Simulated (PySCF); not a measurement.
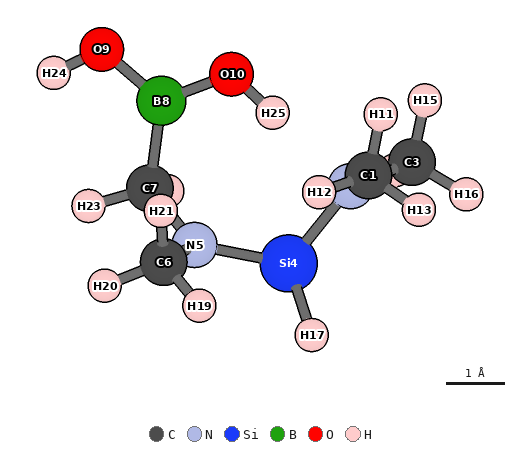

Figure 1. The structure as given in the input (ball-and-stick view, seen at a tilt; atoms are numbered from 1 in the order of the input).

## C₄H₁₅BN₂O₂Si: a changed input and its effect

System: C₄H₁₅BN₂O₂Si.
Method of run 1: GIAO HF/pcSseg-1 NMR shielding, non-relativistic, gas phase (PySCF 2.14.0).

The geometry comes from this level: PBE0-D3(BJ)/def2-SVP. Text and figures count atoms from 1; the logs count them from 0 in places.

Input, run 1:
```
{"job": {"kind": "nmr", "xc": "HF", "basis": "pcSseg-1", "pop": false}, "charge": 0, "multiplicity": 1}
C      1.975368    -0.422594     1.185661
N      1.443988     0.616024     0.323316
C      2.119414     1.887518     0.470992
Si     0.762053     0.103300    -1.225296
N     -0.763603    -0.673953    -1.040892
C     -0.890481    -2.088577    -0.796841
C     -1.941437     0.104422    -0.666562
B     -2.113559     0.349212     0.911387
O     -3.340531     0.343231     1.511518
O     -1.046745     0.620676     1.689403
H      1.898349    -0.127996     2.246819
H      1.399497    -1.353363     1.066653
H      3.038315    -0.650818     0.973132
H      1.663308     2.642636    -0.185877
H      2.033206     2.251924     1.509830
H      3.199134     1.832746     0.227638
H      1.664942    -0.877888    -1.902933
H      0.588285     1.371647    -1.990725
H      0.021060    -2.619308    -1.111550
H     -1.735521    -2.515446    -1.369389
H     -1.066418    -2.327256     0.272057
H     -1.872192     1.102082    -1.142368
H     -2.837721    -0.361750    -1.122703
H     -4.044464     0.120850     0.897927
H     -0.201653     0.676448     1.190796
```

The first line tells a small driver script what to run in PySCF; the rest is the geometry in Å.

Command:
```bash
OMP_NUM_THREADS=1 python <driver script> task.json out
```

Hardware: 1 CPU thread, shared host.

Output (run 1):
```
final grid: 192952 points
cycle   1  E = -732.3231498866  dE =  1.770e+00  |g| = 8.103e-01  |ddm| = 4.185e+00
cycle   2  E = -732.4631458206  dE = -1.400e-01  |g| = 4.264e-01  |ddm| = 8.507e-01
cycle   3  E = -732.4955548884  dE = -3.241e-02  |g| = 9.023e-02  |ddm| = 2.899e-01
cycle   4  E = -732.4979296538  dE = -2.375e-03  |g| = 1.650e-02  |ddm| = 1.133e-01
cycle   5  E = -732.4980047049  dE = -7.505e-05  |g| = 4.155e-03  |ddm| = 2.188e-02
cycle   6  E = -732.4980110813  dE = -6.376e-06  |g| = 1.484e-03  |ddm| = 7.624e-03
cycle   7  E = -732.4980119170  dE = -8.356e-07  |g| = 4.335e-04  |ddm| = 2.659e-03
cycle   8  E = -732.4980120152  dE = -9.820e-08  |g| = 1.497e-04  |ddm| = 9.949e-04
cycle   9  E = -732.4980120279  dE = -1.271e-08  |g| = 3.918e-05  |ddm| = 3.683e-04
cycle  10  E = -732.4980120288  dE = -8.974e-10  |g| = 1.231e-05  |ddm| = 9.929e-05
converged SCF energy = -732.4980120288

GIAO shielding tensors (ppm)
atom      isotropic    diamagn.    paramagn.     s11        s22        s33       span
  0 C      155.934     243.432     -87.498    137.304    143.959    186.539     49.235
  1 N      246.343     335.105     -88.762    212.755    246.772    279.501     66.746
  2 C      155.829     238.431     -82.602    138.321    139.633    189.533     51.212
  3 Si     409.429     880.560    -471.131    380.451    407.814    440.022     59.571
  4 N      254.100     333.523     -79.423    228.761    246.944    286.595     57.833
  5 C      154.229     241.918     -87.689    134.378    140.176    188.132     53.754
  6 C      153.296     249.146     -95.850    130.857    144.706    184.326     53.470
  7 B       82.212     193.614    -111.402     68.786     76.197    101.653     32.867
  8 O      226.056     385.361    -159.306    115.331    278.903    283.933    168.601
  9 O      223.911     395.575    -171.664    103.999    253.812    313.921    209.923
 10 H       29.421      30.635      -1.214     25.023     27.167     36.073     11.049
 11 H       29.361      32.296      -2.935     24.234     29.428     34.421     10.188
 12 H       29.506      30.158      -0.651     25.017     26.407     37.095     12.077
 13 H       29.102      29.583      -0.481     24.150     27.441     35.715     11.565
 14 H       29.402      28.907       0.495     24.448     27.307     36.450     12.002
 15 H       29.565      28.123       1.442     24.545     26.674     37.477     12.932
 16 H       27.582      32.352      -4.770     23.396     26.329     33.020      9.624
 17 H       27.714      33.042      -5.328     23.618     26.729     32.795      9.177
 18 H       29.027      30.707      -1.680     24.174     27.387     35.521     11.347
 19 H       29.413      29.923      -0.510     24.647     26.320     37.271     12.624
 20 H       29.468      31.304      -1.836     24.837     28.119     35.448     10.611
 21 H       29.491      33.003      -3.512     25.092     28.511     34.871      9.780
 22 H       30.237      33.070      -2.834     24.851     29.118     36.741     11.891
 23 H       28.548      30.699      -2.151     21.417     26.093     38.134     16.718
 24 H       22.954      34.616     -11.661     10.543     16.243     42.077     31.533
```

Run 2 used a changed input.

The two runs side by side:

| quantity | run 1 | run 2 |
| --- | --- | --- |
| outcome | converged | converged |
| total energy (hartree) | −732.498012 | −735.191722 |
| HOMO (eV) | −9.53 | −6.28 |
| LUMO (eV) | 3.82 | 0.81 |
| dipole moment (D) | 2.96 | 2.61 |
| shielding of N2 (ppm) | 246.3 | 220.5 |
| shielding of Si4 (ppm) | 409.4 | 365.2 |
| shielding of N5 (ppm) | 254.1 | 224.8 |
| shielding of C7 (ppm) | 153.3 | 140.8 |
| shielding of B8 (ppm) | 82.2 | 69.9 |
| shielding of O9 (ppm) | 226.1 | 200.0 |
| shielding of O10 (ppm) | 223.9 | 193.3 |
| SCF iterations | 10 | 14 |
| basis functions | 252 | 252 |
| wall time (shared host) | 37 s | 70 s |

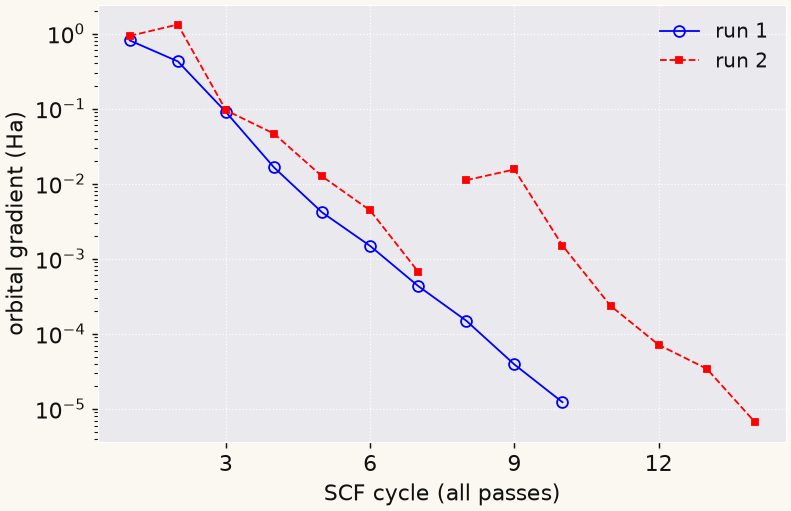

Figure 2. Convergence of the two runs: orbital gradient against the SCF cycle. A break in a curve parts two SCF passes (coarse and final grid). Run 1 takes 10 cycles in all, and run 2 takes 14.

What was changed in the input?

The change (lines with − go, lines with + come):
```diff
-"xc": "HF"
+"xc": "PBE0"
-"pop": false
```

The total energies belong to different methods, so their difference says nothing on which is more stable or more accurate. The HOMO goes from −9.53 to −6.28 eV. The LUMO goes from 3.82 to 0.81 eV. The dipole moment goes from 2.96 to 2.61 D. Of all shieldings, the largest change is that of Si4, by −44.2 ppm. The method changes from HF to PBE0. The SCF takes 14 iterations against 10.

Output (run 2):
```
coarse grid: 20656 points
cycle   1  E = -734.9551023633  dE =  1.066e+00  |g| = 9.313e-01  |ddm| = 4.292e+00
cycle   2  E = -734.8006437114  dE =  1.545e-01  |g| = 1.321e+00  |ddm| = 1.651e+00
cycle   3  E = -735.1183719147  dE = -3.177e-01  |g| = 9.525e-02  |ddm| = 1.031e+00
cycle   4  E = -735.1198415165  dE = -1.470e-03  |g| = 4.643e-02  |ddm| = 9.736e-02
cycle   5  E = -735.1202847623  dE = -4.432e-04  |g| = 1.256e-02  |ddm| = 4.173e-02
cycle   6  E = -735.1203111975  dE = -2.644e-05  |g| = 4.407e-03  |ddm| = 1.137e-02
cycle   7  E = -735.1203147989  dE = -3.601e-06  |g| = 6.735e-04  |ddm| = 3.130e-03
final grid: 192952 points
cycle   8  E = -735.1916943653  dE = -5.551e-05  |g| = 1.117e-02  |ddm| = 3.338e-02
cycle   9  E = -735.1916711316  dE =  2.323e-05  |g| = 1.549e-02  |ddm| = 2.028e-02
cycle  10  E = -735.1917217592  dE = -5.063e-05  |g| = 1.502e-03  |ddm| = 1.222e-02
cycle  11  E = -735.1917221926  dE = -4.334e-07  |g| = 2.367e-04  |ddm| = 1.075e-03
cycle  12  E = -735.1917222033  dE = -1.068e-08  |g| = 7.158e-05  |ddm| = 2.195e-04
cycle  13  E = -735.1917222041  dE = -8.383e-10  |g| = 3.435e-05  |ddm| = 8.971e-05
cycle  14  E = -735.1917222043  dE = -2.185e-10  |g| = 6.716e-06  |ddm| = 2.709e-05
converged SCF energy = -735.1917222043

GIAO shielding tensors (ppm)
atom      isotropic    diamagn.    paramagn.     s11        s22        s33       span
  0 C      145.712     246.981    -101.269    123.235    132.474    181.428     58.193
  1 N      220.515     332.261    -111.746    181.605    222.764    257.177     75.572
  2 C      145.831     242.159     -96.328    125.428    127.579    184.488     59.061
  3 Si     365.217     884.865    -519.648    329.323    363.178    403.150     73.827
  4 N      224.814     331.265    -106.452    193.441    223.346    257.654     64.213
  5 C      143.420     245.959    -102.539    120.070    127.246    182.944     62.873
  6 C      140.760     253.284    -112.524    114.703    131.049    176.529     61.825
  7 B       69.897     196.620    -126.723     55.018     61.755     92.920     37.902
  8 O      199.988     384.270    -184.282     67.639    261.598    270.728    203.089
  9 O      193.275     395.621    -202.346     57.449    222.215    300.161    242.712
 10 H       28.914      30.569      -1.655     24.620     26.991     35.130     10.510
 11 H       28.697      32.873      -4.176     24.101     28.697     33.293      9.191
 12 H       28.967      29.617      -0.650     24.726     26.122     36.054     11.328
 13 H       28.530      30.002      -1.472     24.051     26.902     34.636     10.585
 14 H       28.904      28.898       0.005     24.158     26.982     35.570     11.412
 15 H       29.015      27.667       1.348     24.215     26.330     36.498     12.283
 16 H       26.575      32.157      -5.582     22.516     25.507     31.703      9.186
 17 H       26.788      32.956      -6.168     22.811     25.997     31.555      8.745
 18 H       28.405      30.939      -2.535     24.002     26.877     34.335     10.333
 19 H       28.884      29.471      -0.586     24.417     25.963     36.273     11.856
 20 H       28.686      31.620      -2.934     24.226     27.364     34.468     10.242
 21 H       28.674      33.365      -4.691     24.783     27.762     33.477      8.694
 22 H       29.627      32.860      -3.234     24.591     28.735     35.553     10.962
 23 H       28.037      30.941      -2.904     22.144     26.180     35.786     13.642
 24 H       22.615      35.557     -12.942     11.528     16.963     39.355     27.827
```
